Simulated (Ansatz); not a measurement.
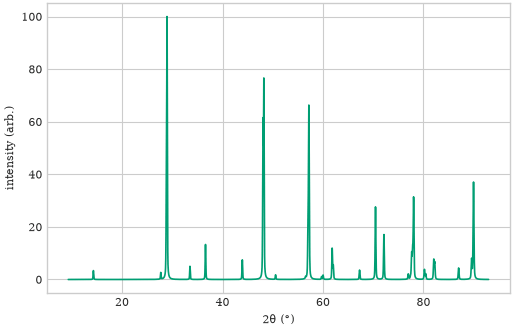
Fig. 1. Simulated powder pattern, neutron, λ = 1.5401 Å

The pattern belongs to a structure relaxed with plane-wave PAW PBE (Ansatz code).

Task: Which compound is it?
A. AlMo2C, P6_3/mmc (Al on 2d, Mo on 4f, C on 2a)
B. SnSe, zinc blende
C. SiSnGeC, R3m (C on 3a, Si on 3a, Ge on 3a, Sn on 3a)
D. C, P4_2/mmc (C on 2e, C on 4i)

Result: C, SiSnGeC, R3m (C on 3a, Si on 3a, Ge on 3a, Sn on 3a)

The start of the workflow was typed in or built on a structure type; neither database checked (COD, Materials Project) lists it. Its standing as an ambient phase is unchecked. The PBE relaxation kept the symmetry of its start; its stability against distortions is not shown here. The volume moved by 26 % from the start of the relaxation. Its formation energy is positive at this level, so the cell may be metastable or incomplete. Scalar-relativistic: spin–orbit coupling is off unless named, which matters more the heavier the elements.

Potentials: the earlier of the program's two PAW sets.
